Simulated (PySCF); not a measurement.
# What a change does: NMR shielding calculation on C$_{5}$H$_{5}$ClN

System: C$_{5}$H$_{5}$ClN, charge +1, SMILES Clc1cc[nH+]cc1.
Method of the first run: GIAO wB97X-D/pcSseg-1 NMR shielding, non-relativistic, gas phase (PySCF 2.14.0).

The geometry comes from this level: GFN2-xTB. Text and figures count atoms from 1; the logs count them from 0 in places.

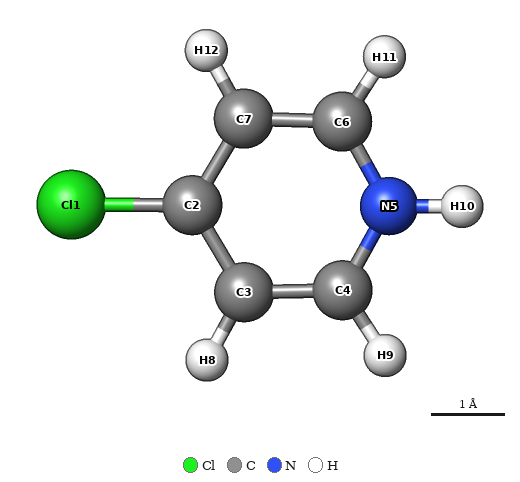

Figure 1. The input geometry (ball-and-stick view, seen on its broad side; atoms are numbered from 1 in the order of the input).

Input file, the first run:
```
{"job": {"kind": "nmr", "xc": "wB97X-D", "basis": "pcSseg-1", "pop": false, "scf": {"guess": "atom"}}, "charge": 1, "multiplicity": 1}
Cl     3.038244     0.047635     0.026095
C      1.350673     0.021039     0.010200
C      0.611731     1.215809    -0.018069
C     -0.759906     1.160296    -0.030950
N     -1.392662    -0.021932    -0.015627
C     -0.723014    -1.183419     0.011613
C      0.649646    -1.196605     0.025308
H      1.117471     2.168357    -0.029646
H     -1.365684     2.054800    -0.052842
H     -2.410035    -0.037620    -0.022841
H     -1.300534    -2.096422     0.023370
H      1.185268    -2.132623     0.047362
```

The first line tells a small driver script what to run in PySCF; the rest is the geometry in Å.

Command:
```bash
OMP_NUM_THREADS=1 python <driver script> task.json out
```

Hardware: 1 CPU thread, shared host.

Output (the first run):
```
final grid: 105640 points
cycle   1  E = -708.0080313935  dE =  3.111e+00  |g| = 6.138e-01  |ddm| = 3.519e+00
cycle   2  E = -708.0554738430  dE = -4.744e-02  |g| = 4.380e-01  |ddm| = 8.993e-01
cycle   3  E = -708.0989411731  dE = -4.347e-02  |g| = 5.323e-02  |ddm| = 3.540e-01
cycle   4  E = -708.0996530893  dE = -7.119e-04  |g| = 1.946e-02  |ddm| = 9.049e-02
cycle   5  E = -708.0997255919  dE = -7.250e-05  |g| = 6.272e-03  |ddm| = 2.662e-02
cycle   6  E = -708.0997346981  dE = -9.106e-06  |g| = 2.508e-03  |ddm| = 7.500e-03
cycle   7  E = -708.0997365018  dE = -1.804e-06  |g| = 6.858e-04  |ddm| = 3.059e-03
cycle   8  E = -708.0997367627  dE = -2.609e-07  |g| = 3.948e-04  |ddm| = 1.381e-03
cycle   9  E = -708.0997368266  dE = -6.392e-08  |g| = 1.029e-04  |ddm| = 5.928e-04
cycle  10  E = -708.0997368348  dE = -8.210e-09  |g| = 2.902e-05  |ddm| = 3.327e-04
cycle  11  E = -708.0997368352  dE = -3.834e-10  |g| = 1.166e-05  |ddm| = 6.734e-05
converged SCF energy = -708.0997368352

GIAO shielding tensors (ppm)
atom      isotropic    diamagn.    paramagn.     s11        s22        s33       span
  0 Cl     585.671    1144.345    -558.674    358.844    612.426    785.743    426.899
  1 C        3.699     255.136    -251.438   -103.573    -27.155    141.824    245.397
  2 C       47.527     253.542    -206.014    -53.698     33.237    163.043    216.741
  3 C       38.658     251.713    -213.055    -60.571     19.592    156.954    217.524
  4 N       64.197     329.935    -265.739    -80.624     48.969    224.245    304.869
  5 C       38.692     251.692    -213.000    -60.468     19.555    156.990    217.458
  6 C       47.506     253.548    -206.042    -53.787     33.283    163.023    216.811
  7 H       23.337      29.236      -5.898     19.430     22.511     28.070      8.639
  8 H       23.120      27.752      -4.631     18.810     24.625     25.926      7.116
  9 H       21.436      28.470      -7.034     15.116     23.023     26.170     11.054
 10 H       23.128      27.754      -4.626     18.812     24.637     25.934      7.123
 11 H       23.330      29.234      -5.903     19.428     22.498     28.065      8.637
```

The input of the second run differs as follows (lines with − go, lines with + come):
```diff
-"xc": "wB97X-D"
-"basis": "pcSseg-1"
-"pop": false
-"scf": {"guess": "atom"}
+"xc": "BHandHLYP"
+"basis": "MINI"
+"pop": true
```

What does this change do to the results?

The total energies belong to different models, so their difference says nothing on which is more stable or more accurate. The HOMO goes from −14.91 to −15.83 eV. The LUMO goes from −5.45 to −8.28 eV. Of all shieldings, the largest change is that of C2, by +76.3 ppm. The functional changes from wB97X-D to BHandHLYP. The SCF takes 12 iterations against 11. The basis functions go from 151 to 44.

Output (the second run):
```
coarse grid: 11216 points
cycle   1  E = -703.6999042594  dE =  2.086e+00  |g| = 4.000e-01  |ddm| = 5.764e+00
cycle   2  E = -703.7290087462  dE = -2.910e-02  |g| = 3.266e-01  |ddm| = 1.458e+00
cycle   3  E = -703.7688356676  dE = -3.983e-02  |g| = 3.648e-02  |ddm| = 6.715e-01
cycle   4  E = -703.7691648995  dE = -3.292e-04  |g| = 2.416e-02  |ddm| = 8.526e-02
cycle   5  E = -703.7693423187  dE = -1.774e-04  |g| = 3.858e-03  |ddm| = 4.088e-02
cycle   6  E = -703.7693483544  dE = -6.036e-06  |g| = 1.413e-03  |ddm| = 8.615e-03
final grid: 105640 points
cycle   7  E = -703.7802556475  dE = -2.209e-06  |g| = 1.650e-03  |ddm| = 7.828e-03
cycle   8  E = -703.7802554013  dE =  2.462e-07  |g| = 1.989e-03  |ddm| = 5.800e-03
cycle   9  E = -703.7802567129  dE = -1.312e-06  |g| = 1.016e-04  |ddm| = 3.104e-03
cycle  10  E = -703.7802567202  dE = -7.300e-09  |g| = 6.070e-05  |ddm| = 3.562e-04
cycle  11  E = -703.7802567219  dE = -1.630e-09  |g| = 7.340e-06  |ddm| = 1.551e-04
cycle  12  E = -703.7802567219  dE = -2.456e-11  |g| = 3.973e-06  |ddm| = 2.029e-05
converged SCF energy = -703.7802567219

GIAO shielding tensors (ppm)
atom      isotropic    diamagn.    paramagn.     s11        s22        s33       span
  0 Cl     620.857    1138.388    -517.531    423.800    681.054    757.718    333.918
  1 C       79.972     240.359    -160.388     13.500     18.068    208.347    194.847
  2 C      108.773     242.015    -133.242     36.784     79.111    210.425    173.641
  3 C      102.778     242.427    -139.649     36.386     68.620    203.328    166.942
  4 N      134.328     301.641    -167.313     28.724     99.730    274.530    245.807
  5 C      102.797     242.401    -139.604     36.442     68.597    203.353    166.910
  6 C      108.763     242.036    -133.273     36.685     79.190    210.414    173.729
  7 H       20.970      26.402      -5.433     15.638     22.143     25.128      9.491
  8 H       20.780      25.392      -4.612     15.870     22.211     24.260      8.390
  9 H       19.328      24.185      -4.857     12.103     19.105     26.776     14.673
 10 H       20.786      25.391      -4.606     15.868     22.217     24.272      8.403
 11 H       20.964      26.402      -5.438     15.638     22.128     25.127      9.488
```

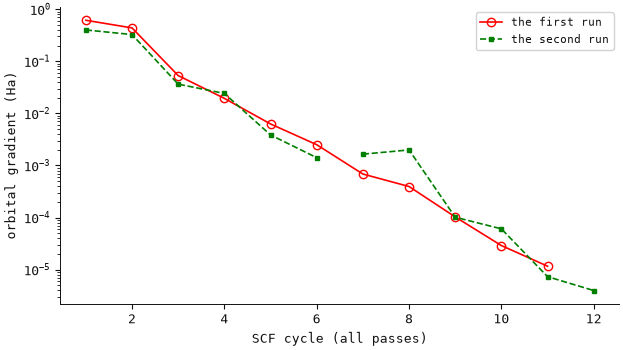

Figure 2. Convergence of the two runs: orbital gradient against the SCF cycle. A break in a curve parts two SCF passes (coarse and final grid). The first run takes 11 cycles in all, and the second run takes 12.

The two runs side by side:

| quantity | the first run | the second run |
| --- | --- | --- |
| outcome | converged | converged |
| total energy (hartree) | −708.099737 | −703.780257 |
| HOMO (eV) | −14.91 | −15.83 |
| LUMO (eV) | −5.45 | −8.28 |
| shielding of Cl1 (ppm) | 585.7 | 620.9 |
| shielding of C2 (ppm) | 3.7 | 80.0 |
| shielding of C3 (ppm) | 47.5 | 108.8 |
| shielding of C4 (ppm) | 38.7 | 102.8 |
| shielding of N5 (ppm) | 64.2 | 134.3 |
| shielding of C6 (ppm) | 38.7 | 102.8 |
| shielding of C7 (ppm) | 47.5 | 108.8 |
| SCF iterations | 11 | 12 |
| basis functions | 151 | 44 |
| wall time (shared host) | 52 s | 11 s |
